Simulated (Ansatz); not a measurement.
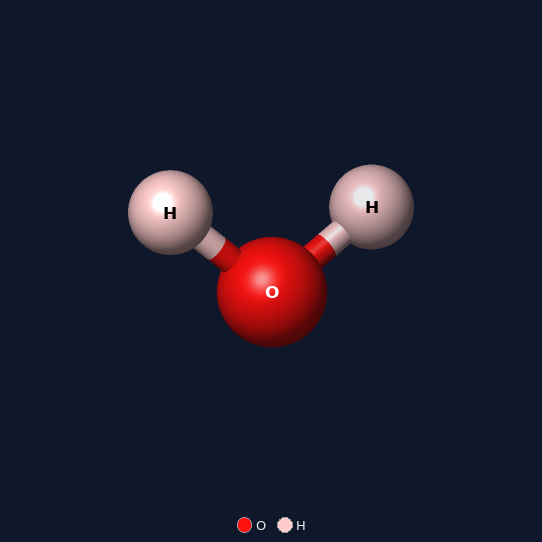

The picture shows a molecular structure as a ball-and-stick model. Every bond is drawn as one stick, whatever its order.

Computed geometry: PBE0-D4/def2-TZVP optimisation.

**Give the formula.**

H2O, 3 atoms: 2 hydrogen and 1 oxygen.

**How many bonds of each kind are drawn?**

2 O–H. Sticks follow a distance rule.

**What is the point group of this geometry?**

C2v.

The parts below concern this one geometry. Atoms keep their numbers from picture to picture.

## Shape

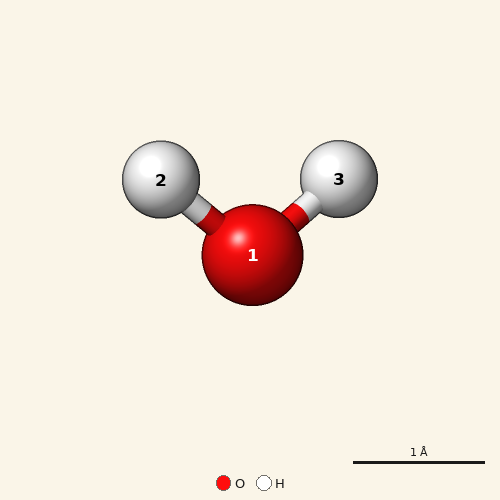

The atoms are numbered.

Estimate the angles H2–O1–H3.

```tsv
angle	degrees
H2–O1–H3	105.1
```

## Vibrations

Harmonic vibrations computed with RKS PBE0-D4/def2-TZVP (Ansatz 0.2.0) at a stationary point of the same level.

**List the wavenumbers.**

3 modes: 1623, 3852, 3959 cm⁻¹.

## Electronic properties

Method: CCSD(T)/CBS estimate, frozen core: CCSD(T) correlation extrapolated from def2-TZVPP and def2-QZVPP (Ansatz 0.2.0).

**Estimate the T1 diagnostic.**

0.008.

## Charges

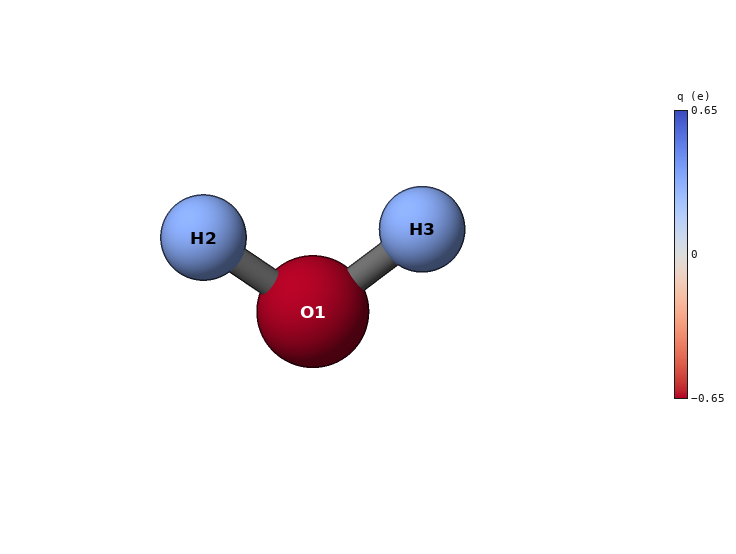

Atoms are coloured by their Mulliken charges. Properties computed with RKS PBE0-D4/def2-TZVP (Ansatz 0.2.0).

Give the Mulliken charges atom by atom.

```json
{"atom": "O1", "value (e)": "−0.65"}
{"atom": "H2", "value (e)": "0.32"}
{"atom": "H3", "value (e)": "0.32"}
```

Mulliken values depend strongly on the basis set and can even reverse the polarity of a bond.
